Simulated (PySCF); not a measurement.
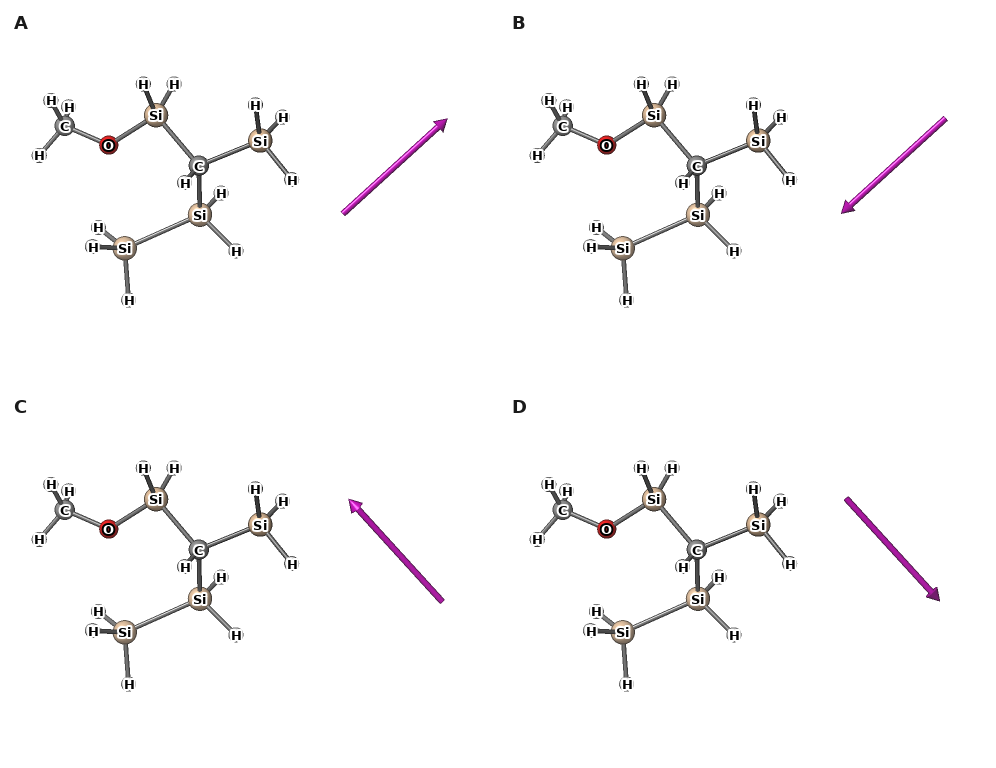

The same molecule four times, each with an arrow. Computed geometry: GFN2-xTB optimisation. No frequency run is at hand to confirm it as a minimum. Level of theory: PBE0/pcSseg-1, gas phase (PySCF 2.14.0).

Which arrow points along the dipole moment, from the negative to the positive end?

C. The dipole moment is 1.73 D.

The geometry is semi-empirical. Around Si such bond lengths and angles can be off by a tenth of an ångström or more and by several degrees, and values that hang on the shape move with them.
